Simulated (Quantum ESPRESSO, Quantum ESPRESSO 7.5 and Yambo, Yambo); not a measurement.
## Quasiparticle gap of AlN (P6_3mc) in Yambo

Aim: the G0W0 gap of AlN (P6_3mc) on PBE, step by step.

Main program and level: Quantum ESPRESSO 7.5 and Yambo 5.3.0; PBE and many-body steps on it, plane waves.

The database entry behind the starting cell differs from later determinations by our own check (inner coordinate u about 0.002 short), so it need not match the best structure at ambient conditions.

## (1) Set-up

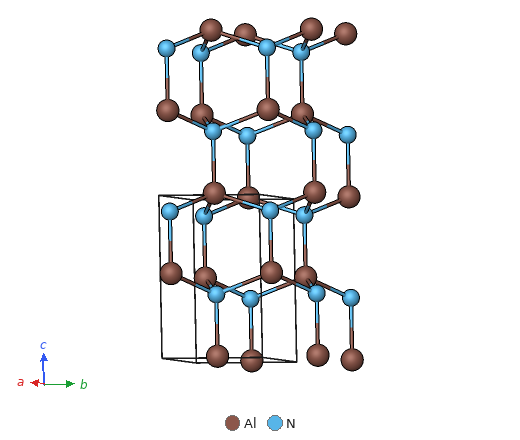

The cell as given, from a free direction (aluminium brown, nitrogen blue). 2×2×2 cells are drawn. Some periodic images of atoms are drawn too.

The cell and positions come from the Crystallography Open Database and are kept as given unless a step says otherwise.

## (2) Ground state

This step: Quantum ESPRESSO 7.5; DFT, PBE, plane waves, norm-conserving pseudopotentials.

The ground-state density comes first.

Contents of pw.in:

```
&control
  calculation = 'scf'
  prefix = 'x'
  outdir = 'o'
  pseudo_dir = 'pseudo'
/
&system
  ibrav = 0
  nat = 4
  ntyp = 2
  ecutwfc = 72.0
  nbnd = 14
  force_symmorphic = .true.
/
&electrons
  conv_thr = 1e-10
  electron_maxstep = 80
  mixing_beta = 0.5
/
ATOMIC_SPECIES
  Al 26.982 Al.upf
  N 14.007 N.upf
CELL_PARAMETERS angstrom
  3.1130000000 -0.0000000000 0.0000000000
  -1.5565000000 2.6959370820 0.0000000000
  0.0000000000 0.0000000000 4.9810000000
ATOMIC_POSITIONS crystal
  Al 0.3333333333 0.6666666667 0.0000000000
  Al 0.6666666667 0.3333333333 0.5000000000
  N 0.3333333333 0.6666666667 0.3800000000
  N 0.6666666667 0.3333333333 0.8800000000
K_POINTS automatic
  6 6 4 0 0 0
```

Started as:

```
OMP_NUM_THREADS=1 mpirun -n 8 pw.x -nk 8 -in pw.in > pw.out
```

Output:

```text
Program PWSCF v.7.5 starts

     This program is part of the open-source Quantum ESPRESSO suite
     for quantum simulation of materials; please cite
         "P. Giannozzi et al., J. Phys.:Condens. Matter 21 395502 (2009);
         "P. Giannozzi et al., J. Phys.:Condens. Matter 29 465901 (2017);
         "P. Giannozzi et al., J. Chem. Phys. 152 154105 (2020);
     in publications or presentations arising from this work. More details at
     Message from routine setup:
     using ibrav=0 with symmetry is DISCOURAGED, use correct ibrav instead

     G-vector sticks info

     bravais-lattice index     =            0
     lattice parameter (alat)  =       5.8827  a.u.
     unit-cell volume          =     282.0993 (a.u.)^3
     number of atoms/cell      =            4
     number of atomic types    =            2
     number of electrons       =        16.00
     number of Kohn-Sham states=           14
     kinetic-energy cutoff     =      72.0000  Ry
     charge density cutoff     =     288.0000  Ry
     scf convergence threshold =      1.0E-10
     mixing beta               =       0.5000
     number of iterations used =            8  plain     mixing
     Exchange-correlation= PBE
                           (   1   4   3   4   0   0   0)

     celldm(1)=   5.882717  celldm(2)=   0.000000  celldm(3)=   0.000000
     celldm(4)=   0.000000  celldm(5)=   0.000000  celldm(6)=   0.000000

     crystal axes: (cart. coord. in units of alat)
               a(1) = (   1.000000  -0.000000   0.000000 )
               a(2) = (  -0.500000   0.866025   0.000000 )
               a(3) = (   0.000000   0.000000   1.600064 )

     reciprocal axes: (cart. coord. in units 2 pi/alat)
               b(1) = (  1.000000  0.577350 -0.000000 )
               b(2) = (  0.000000  1.154701 -0.000000 )
               b(3) = ( -0.000000 -0.000000  0.624975 )
     Pseudo is Norm-conserving + core correction, Zval =  3.0
     Generated using ONCVPSP code by D. R. Hamann
     Using radial grid of 1876 points,  6 beta functions with:
     Pseudo is Norm-conserving + core correction, Zval =  5.0
     Generated using ONCVPSP code by D. R. Hamann
     Using radial grid of 1058 points,  4 beta functions with:
     Al                3.00    26.98200     Al( 1.00)
     N                 5.00    14.00700     N ( 1.00)

      6 Sym. Ops. (no inversion) found

   Cartesian axes

     site n.     atom                  positions (alat units)
         1        Al     tau(   1) = (  -0.0000000   0.5773503   0.0000000  )
         2        Al     tau(   2) = (   0.5000000   0.2886751   0.8000321  )
         3        N      tau(   3) = (  -0.0000000   0.5773503   0.6080244  )
         4        N      tau(   4) = (   0.5000000   0.2886751   1.4080565  )

     number of k points=    24
                       cart. coord. in units 2pi/alat
        k(    1) = (   0.0000000   0.0000000   0.0000000), wk =   0.0138889
        k(    2) = (   0.0000000   0.0000000   0.1562437), wk =   0.0277778
        k(    3) = (   0.0000000   0.0000000  -0.3124875), wk =   0.0138889
        k(    4) = (   0.0000000   0.1924501   0.0000000), wk =   0.0833333
        k(    5) = (   0.0000000   0.1924501   0.1562437), wk =   0.0833333
        k(    6) = (   0.0000000   0.1924501  -0.3124875), wk =   0.0833333
        k(    7) = (   0.0000000   0.3849002   0.0000000), wk =   0.0833333
        k(    8) = (   0.0000000   0.3849002   0.1562437), wk =   0.0833333
        k(    9) = (   0.0000000   0.3849002  -0.3124875), wk =   0.0833333
        k(   10) = (   0.0000000  -0.5773503   0.0000000), wk =   0.0416667
     [... 12 further rows ...]
        k(   23) = (   0.0000000  -0.3849002   0.1562437), wk =   0.0833333
        k(   24) = (  -0.1666667  -0.4811252   0.1562437), wk =   0.1666667

     Dense  grid:    23187 G-vectors     FFT dimensions: (  32,  32,  54)

     Initial potential from superposition of free atoms

     starting charge      15.9951, renormalised to      16.0000
     Starting wfcs are   16 randomized atomic wfcs

     per-process dynamical memory:    20.8 Mb

     Self-consistent Calculation

     iteration #  1     ecut=    72.00 Ry     beta= 0.50

     total energy              =     -50.82011051 Ry
     estimated scf accuracy    <       1.20188536 Ry

     iteration #  2     ecut=    72.00 Ry     beta= 0.50

     total energy              =     -51.15495077 Ry
     estimated scf accuracy    <       0.13970245 Ry

     iteration #  3     ecut=    72.00 Ry     beta= 0.50

     total energy              =     -51.17366136 Ry
     estimated scf accuracy    <       0.01056837 Ry

     iteration #  4     ecut=    72.00 Ry     beta= 0.50

     total energy              =     -51.17593038 Ry
     estimated scf accuracy    <       0.00719850 Ry

     iteration #  5     ecut=    72.00 Ry     beta= 0.50

     total energy              =     -51.17620520 Ry
     estimated scf accuracy    <       0.00067582 Ry

     iteration #  6     ecut=    72.00 Ry     beta= 0.50

     total energy              =     -51.17644423 Ry
     estimated scf accuracy    <       0.00003540 Ry

     iteration #  7     ecut=    72.00 Ry     beta= 0.50

     total energy              =     -51.17643337 Ry
     estimated scf accuracy    <       0.00004063 Ry

     iteration #  8     ecut=    72.00 Ry     beta= 0.50

     total energy              =     -51.17643396 Ry
     estimated scf accuracy    <       0.00000640 Ry

     iteration #  9     ecut=    72.00 Ry     beta= 0.50

     total energy              =     -51.17643457 Ry
     estimated scf accuracy    <       0.00000056 Ry

     iteration # 10     ecut=    72.00 Ry     beta= 0.50

     total energy              =     -51.17643472 Ry
     estimated scf accuracy    <          7.2E-09 Ry

     iteration # 11     ecut=    72.00 Ry     beta= 0.50

     total energy              =     -51.17643473 Ry
     estimated scf accuracy    <          2.3E-09 Ry

     iteration # 12     ecut=    72.00 Ry     beta= 0.50

     total energy              =     -51.17643474 Ry
     estimated scf accuracy    <          2.4E-09 Ry

     iteration # 13     ecut=    72.00 Ry     beta= 0.50

     total energy              =     -51.17643473 Ry
     estimated scf accuracy    <          9.6E-10 Ry

     iteration # 14     ecut=    72.00 Ry     beta= 0.50

     End of self-consistent calculation

          k = 0.0000 0.0000 0.0000 (  2863 PWs)   bands (ev):

    -8.0385  -5.8877   1.1322   6.2756   6.2756   6.9268   6.9268   7.1067
    11.3272  13.7824  17.6990  18.2976  18.2976  20.2844

          k = 0.0000 0.0000 0.1562 (  2893 PWs)   bands (ev):

    -7.8016  -6.3221   1.9309   5.9103   6.3662   6.3662   6.8267   6.8267
    12.2778  13.8969  17.3750  18.2652  18.2653  18.8620

          k = 0.0000 0.0000-0.3125 (  2858 PWs)   bands (ev):

    -7.1500  -7.1500   3.7936   3.7936   6.5919   6.5919   6.5919   6.5919
    13.5732  13.5732  17.4520  17.4521  18.6140  18.6140

          k = 0.0000 0.1925 0.0000 (  2896 PWs)   bands (ev):

     [... further k-points ...]

     highest occupied, lowest unoccupied level (ev):     7.1067   11.3272

!    total energy              =     -51.17643473 Ry
     estimated scf accuracy    <          4.0E-11 Ry

     The total energy is the sum of the following terms:
     one-electron contribution =      -2.07178407 Ry
     hartree contribution      =      11.37824244 Ry
     xc contribution           =     -16.99644482 Ry
     ewald contribution        =     -43.48644828 Ry

     convergence has been achieved in  14 iterations

     XML data file, charge density, pseudopotentials, collected wavefunctions

=------------------------------------------------------------------------------=
   JOB DONE.
=------------------------------------------------------------------------------=
```

Wall time 3.9 s (8 MPI ranks of Arm Neoverse V1, shared host); peak memory 0.45 GiB.

Numbers from this step:

| Property | Result |
| --- | --- |
| total energy | -696.2909 eV |
| gap | 4.220 eV |
| k of the valence top | 0, 0, 0 |
| k of the conduction bottom | 0, 0, 0 |
| least direct gap | 4.220 eV |

The gap is direct, at Γ.

## (3) Bands along the symmetry lines

The cheap functional maps the bands first; the places of the edges decide which points the dearer methods must see.

Contents of pw.in:

```
&control
  calculation = 'bands'
  prefix = 'x'
  outdir = 'o'
  pseudo_dir = 'pseudo'
/
&system
  ibrav = 0
  nat = 4
  ntyp = 2
  ecutwfc = 72.0
  nbnd = 14
  force_symmorphic = .true.
/
&electrons
  conv_thr = 1e-9
  electron_maxstep = 80
  diago_full_acc = .true.
  diago_thr_init = 5e-6
/
ATOMIC_SPECIES
  Al 26.982 Al.upf
  N 14.007 N.upf
CELL_PARAMETERS angstrom
  3.1130000000 -0.0000000000 0.0000000000
  -1.5565000000 2.6959370820 0.0000000000
  0.0000000000 0.0000000000 4.9810000000
ATOMIC_POSITIONS crystal
  Al 0.3333333333 0.6666666667 0.0000000000
  Al 0.6666666667 0.3333333333 0.5000000000
  N 0.3333333333 0.6666666667 0.3800000000
  N 0.6666666667 0.3333333333 0.8800000000
K_POINTS crystal
  75
  0.00000000 0.00000000 0.00000000 1
  0.06250000 0.00000000 0.00000000 1
  0.12500000 0.00000000 0.00000000 1
  0.18750000 0.00000000 0.00000000 1
  0.25000000 0.00000000 0.00000000 1
  0.31250000 0.00000000 0.00000000 1
  0.37500000 0.00000000 0.00000000 1
  0.43750000 0.00000000 0.00000000 1
  0.50000000 0.00000000 0.00000000 1
  0.47916667 0.04166667 0.00000000 1
  0.45833333 0.08333333 0.00000000 1
  0.43750000 0.12500000 0.00000000 1
  0.41666666 0.16666666 0.00000000 1
  0.39583333 0.20833333 0.00000000 1
  0.37500000 0.25000000 0.00000000 1
  0.35416666 0.29166666 0.00000000 1
  0.33333333 0.33333333 0.00000000 1
  0.29166666 0.29166666 0.00000000 1
  0.25000000 0.25000000 0.00000000 1
  0.20833333 0.20833333 0.00000000 1
  0.16666666 0.16666666 0.00000000 1
  0.12500000 0.12500000 0.00000000 1
  0.08333333 0.08333333 0.00000000 1
  0.04166667 0.04166667 0.00000000 1
  0.00000000 0.00000000 0.00000000 1
  0.00000000 0.00000000 0.06250000 1
  0.00000000 0.00000000 0.12500000 1
  0.00000000 0.00000000 0.18750000 1
  0.00000000 0.00000000 0.25000000 1
  0.00000000 0.00000000 0.31250000 1
  0.00000000 0.00000000 0.37500000 1
  0.00000000 0.00000000 0.43750000 1
  0.00000000 0.00000000 0.50000000 1
  0.06250000 0.00000000 0.50000000 1
  0.12500000 0.00000000 0.50000000 1
  0.18750000 0.00000000 0.50000000 1
  0.25000000 0.00000000 0.50000000 1
  0.31250000 0.00000000 0.50000000 1
  0.37500000 0.00000000 0.50000000 1
  0.43750000 0.00000000 0.50000000 1
  0.50000000 0.00000000 0.50000000 1
  0.47916667 0.04166667 0.50000000 1
  0.45833333 0.08333333 0.50000000 1
  0.43750000 0.12500000 0.50000000 1
  0.41666666 0.16666666 0.50000000 1
  0.39583333 0.20833333 0.50000000 1
  0.37500000 0.25000000 0.50000000 1
  0.35416666 0.29166666 0.50000000 1
  0.33333333 0.33333333 0.50000000 1
  0.29166666 0.29166666 0.50000000 1
  0.25000000 0.25000000 0.50000000 1
  0.20833333 0.20833333 0.50000000 1
  0.16666666 0.16666666 0.50000000 1
  0.12500000 0.12500000 0.50000000 1
  0.08333333 0.08333333 0.50000000 1
  0.04166667 0.04166667 0.50000000 1
  0.00000000 0.00000000 0.50000000 1
  0.50000000 0.00000000 0.50000000 1
  0.50000000 0.00000000 0.43750000 1
  0.50000000 0.00000000 0.37500000 1
  0.50000000 0.00000000 0.31250000 1
  0.50000000 0.00000000 0.25000000 1
  0.50000000 0.00000000 0.18750000 1
  0.50000000 0.00000000 0.12500000 1
  0.50000000 0.00000000 0.06250000 1
  0.50000000 0.00000000 0.00000000 1
  0.33333333 0.33333333 0.50000000 1
  0.33333333 0.33333333 0.43750000 1
  0.33333333 0.33333333 0.37500000 1
  0.33333333 0.33333333 0.31250000 1
  0.33333333 0.33333333 0.25000000 1
  0.33333333 0.33333333 0.18750000 1
  0.33333333 0.33333333 0.12500000 1
  0.33333333 0.33333333 0.06250000 1
  0.33333333 0.33333333 0.00000000 1
```

Output:

```text
[banner, memory and clock lines left out]
Program PWSCF v.7.5 starts

     Atomic positions and unit cell read from directory:
     o/x.save/

     Message from routine setup:
     using ibrav=0 with symmetry is DISCOURAGED, use correct ibrav instead

     G-vector sticks info

     bravais-lattice index     =            0
     lattice parameter (alat)  =       5.8827  a.u.
     unit-cell volume          =     282.0993 (a.u.)^3
     number of atoms/cell      =            4
     number of atomic types    =            2
     number of electrons       =        16.00
     number of Kohn-Sham states=           14
     kinetic-energy cutoff     =      72.0000  Ry
     charge density cutoff     =     288.0000  Ry
     Exchange-correlation= PBE
                           (   1   4   3   4   0   0   0)

     celldm(1)=   5.882717  celldm(2)=   0.000000  celldm(3)=   0.000000
     celldm(4)=   0.000000  celldm(5)=   0.000000  celldm(6)=   0.000000

     crystal axes: (cart. coord. in units of alat)
               a(1) = (   1.000000  -0.000000   0.000000 )
               a(2) = (  -0.500000   0.866025   0.000000 )
               a(3) = (   0.000000   0.000000   1.600064 )

     reciprocal axes: (cart. coord. in units 2 pi/alat)
               b(1) = (  1.000000  0.577350 -0.000000 )
               b(2) = (  0.000000  1.154701 -0.000000 )
               b(3) = ( -0.000000 -0.000000  0.624975 )
     Pseudo is Norm-conserving + core correction, Zval =  3.0
     Generated using ONCVPSP code by D. R. Hamann
     Using radial grid of 1876 points,  6 beta functions with:
     Pseudo is Norm-conserving + core correction, Zval =  5.0
     Generated using ONCVPSP code by D. R. Hamann
     Using radial grid of 1058 points,  4 beta functions with:
     Al                3.00    26.98200     Al( 1.00)
     N                 5.00    14.00700     N ( 1.00)

      6 Sym. Ops. (no inversion) found

   Cartesian axes

     site n.     atom                  positions (alat units)
         1        Al     tau(   1) = (  -0.0000000   0.5773503   0.0000000  )
         2        Al     tau(   2) = (   0.5000000   0.2886751   0.8000321  )
         3        N      tau(   3) = (  -0.0000000   0.5773503   0.6080244  )
         4        N      tau(   4) = (   0.5000000   0.2886751   1.4080565  )

     number of k points=    75
                       cart. coord. in units 2pi/alat
        k(    1) = (   0.0000000   0.0000000   0.0000000), wk =   0.0266667
        k(    2) = (   0.0625000   0.0360844   0.0000000), wk =   0.0266667
        k(    3) = (   0.1250000   0.0721688   0.0000000), wk =   0.0266667
[...]
[... 63 further rows ...]
        k(   74) = (   0.3333333   0.5773503   0.0390609), wk =   0.0266667
        k(   75) = (   0.3333333   0.5773503   0.0000000), wk =   0.0266667

     Dense  grid:    23187 G-vectors     FFT dimensions: (  32,  32,  54)

     The potential is recalculated from file :
     o/x.save/charge-density

     Starting wfcs are   16 randomized atomic wfcs

     Band Structure Calculation

     End of band structure calculation

          k = 0.0000 0.0000 0.0000 (  2863 PWs)   bands (ev):

    -8.0385  -5.8877   1.1322   6.2756   6.2756   6.9268   6.9268   7.1067
    11.3272  13.7824  17.6990  18.2976  18.2976  20.2845

          k = 0.0625 0.0361 0.0000 (  2881 PWs)   bands (ev):

    -7.9887  -5.8594   1.1915   6.0380   6.2074   6.6812   6.9207   7.0869
    11.5752  13.9974  17.4940  17.9237  18.4422  20.0986

          k = 0.1250 0.0722 0.0000 (  2880 PWs)   bands (ev):

    -7.8414  -5.7784   1.3678   5.4066   6.0322   6.1037   6.8891   7.0164
    12.1589  14.5141  16.8879  17.2194  18.8553  19.7092

[...]
k = 0.3333 0.5774 0.0391 (  2931 PWs)   bands (ev):

    -5.5416  -5.5416   2.3343   3.2784   3.2784   4.6549   4.8286   4.8286
    12.2407  15.4762  16.7139  16.7139  18.6879  18.6879

          k = 0.3333 0.5774 0.0000 (  2928 PWs)   bands (ev):

    -5.5434  -5.5434   2.3182   3.3537   3.3537   4.6905   4.7354   4.7354
    12.1816  15.4832  16.8039  16.8039  18.6615  18.6615

     XML data file, pseudopotentials, collected wavefunctions
```

Elapsed: 3.2 s, on 8 MPI ranks; peak memory 0.39 GiB.

Numbers from this step:

```yaml
gap: 4.221 eV
k_of_the_valence_top: 0, 0, 0
k_of_the_conduction_bottom: 0, 0, 0
least_direct_gap: 4.221 eV
```

The gap is 4.221 eV, as in the run before at this level.

The electronic bands at the labelled points (eV, zero at the top of the highest filled band; v1 is the highest filled band, c1 the lowest empty one):

```csv
point,v4,v3,v2,v1,c1,c2,c3,c4
Γ,-0.83,-0.18,-0.18,0.00,4.22,6.68,10.59,11.19
M,-3.33,-2.06,-1.77,-0.66,5.83,5.84,8.21,10.30
K,-3.75,-2.42,-2.37,-2.37,5.07,8.38,9.70,9.70
Γ,-0.83,-0.18,-0.18,0.00,4.22,6.68,10.59,11.19
A,-0.51,-0.51,-0.51,-0.51,6.47,6.47,10.35,10.35
L,-1.44,-1.44,-1.35,-1.35,5.34,5.34,9.32,9.32
H,-3.83,-3.83,-0.78,-0.78,7.44,7.44,7.88,7.88
A,-0.51,-0.51,-0.51,-0.51,6.47,6.47,10.35,10.35
jump to L,-1.44,-1.44,-1.35,-1.35,5.34,5.34,9.32,9.32
M,-3.33,-2.06,-1.77,-0.66,5.83,5.84,8.21,10.30
jump to H,-3.83,-3.83,-0.78,-0.78,7.44,7.44,7.88,7.88
K,-3.75,-2.42,-2.37,-2.37,5.07,8.38,9.70,9.70
```

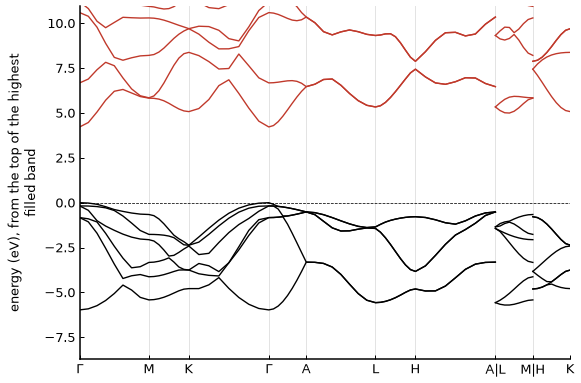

Electronic bands along the path; lines of filled and empty bands in two colours.

(Continued in part 2 of 2.)

[Paths, hosts, dates, memory and timing lines, banners, echoed tables and standing remarks are left out of the program output.]

[Logs are printed without paths, hosts, clocks, repeated set-up lines and the standing remarks that a program may print on its own settings, such as how far it seeks lower states.]

[Runs of the session that timed out or met a known fault of the program may be left out.]

[Hosts, paths, dates, database ids (printed as entryN), source tags and the programs' standing remarks are cut or masked in the printed files.]
